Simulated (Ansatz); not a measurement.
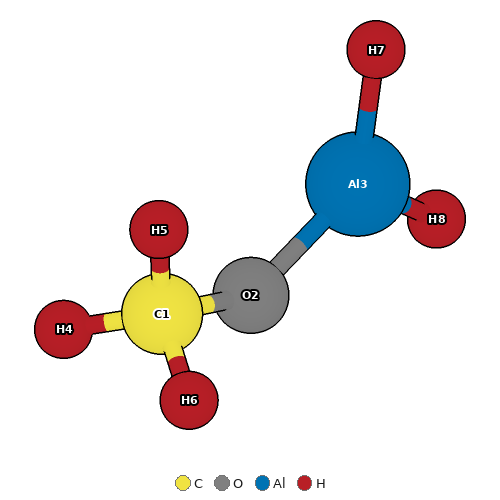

The system is CH₅AlO, SMILES C[O][AlH2]; the picture shows the reference structure. Coordinates scanned: (1) angle C1–O2–Al3; (2) dihedral C1–O2–Al3–H7. Nothing is relaxed (all other coordinates rigid). The scan uses a 15 × 15 grid. Points are written as (first, second). All energies are given in cm⁻¹ relative to the lowest grid point. Level of theory: Ansatz, RHF/def2-TZVP.

Its coordinates:

```xyz
8

C    -0.4663    1.1061   -0.4291
O    -0.4969   -0.2223   -0.0359
Al    0.5173   -1.4244    0.5115
H    -0.8181    1.2017   -1.4510
H     0.5357    1.5256   -0.3753
H    -1.1155    1.6994    0.2063
H     2.0525   -1.1147    0.7012
H    -0.1165   -2.8285    0.8163
```

Range: angle C1–O2–Al3 from 105.5 to 175.5°; dihedral C1–O2–Al3–H7 from −180 to 156°.

**What landscape does the calculation give?**

The lowest grid point is at (140.5°, −180°). A higher local minimum lies near (140.5°, −12°) (23 cm⁻¹ above the lowest at that grid point). The highest grid point, (105.5°, −180°), lies 3920 cm⁻¹ above the lowest. Round the minimum the two coordinates are nearly uncoupled. At the highest point the unbonded atoms Al3···H5 come to 2.32 Å, against 3.08 Å at the lowest; the sum of their van der Waals radii is about 3.5 Å.

```tsv
dihedral C1–O2–Al3–H7 ↓, angle C1–O2–Al3 →	105.5	110.5	115.5	120.5	125.5	130.5	135.5	140.5	145.5	150.5	155.5	160.5	165.5	170.5	175.5
156	3796	2529	1647	1043	642	390	249	189	186	222	280	346	409	461	496
132	3710	2833	2162	1649	1261	974	770	632	546	501	483	482	491	501	510
108	3826	3217	2691	2235	1844	1516	1248	1036	873	751	664	603	562	536	521
84	3881	3327	2831	2384	1988	1647	1361	1129	945	805	701	626	574	540	522
60	3761	3048	2463	1981	1588	1273	1029	845	714	624	567	535	518	511	511
36	3688	2645	1880	1324	926	652	475	373	328	324	347	384	426	465	494
12	3784	2422	1486	855	445	196	66	23	42	100	182	272	358	430	482
−12	3785	2422	1485	854	444	195	65	23	41	100	182	272	357	430	482
−36	3690	2645	1879	1322	924	650	473	372	327	323	346	384	426	464	494
−60	3762	3047	2462	1979	1586	1271	1027	844	712	623	567	534	517	511	510
−84	3881	3327	2830	2383	1988	1646	1361	1128	945	805	701	626	574	540	521
−108	3826	3217	2692	2237	1846	1517	1249	1037	873	752	664	603	562	536	521
−132	3709	2834	2164	1651	1263	976	771	633	548	502	484	483	491	502	510
−156	3794	2529	1648	1045	644	392	250	190	187	223	280	346	409	461	496
−180	3920	2445	1452	798	385	144	28	0	32	102	192	286	373	443	489
```

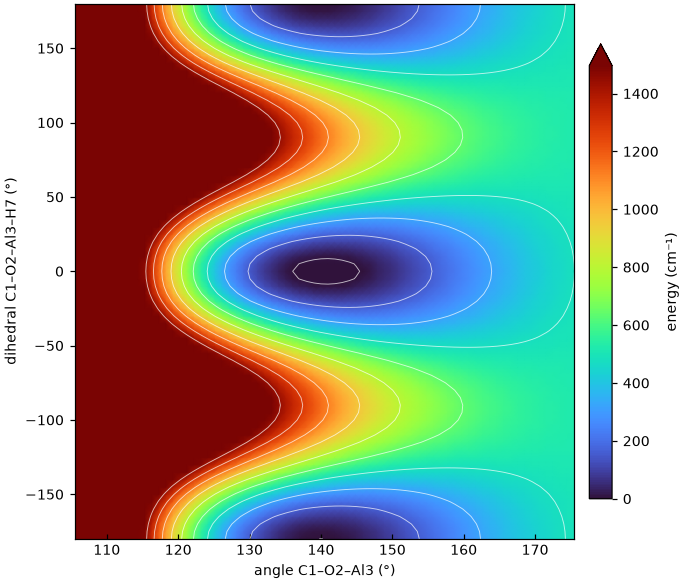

In the figure: a smooth colour map with a few white contour lines, one colour for all values above the top of the scale. Between grid points the surface is interpolated.

Each point was launched as `ansatz run input.yaml --threads 1 --pin off --max-ram 2560MiB --backend cpu --events-out ev --progress --plain --runs-dir out`. Time for the 225 points that were run: 6.1 min on 1 thread of Arm Neoverse V2 (shared host).
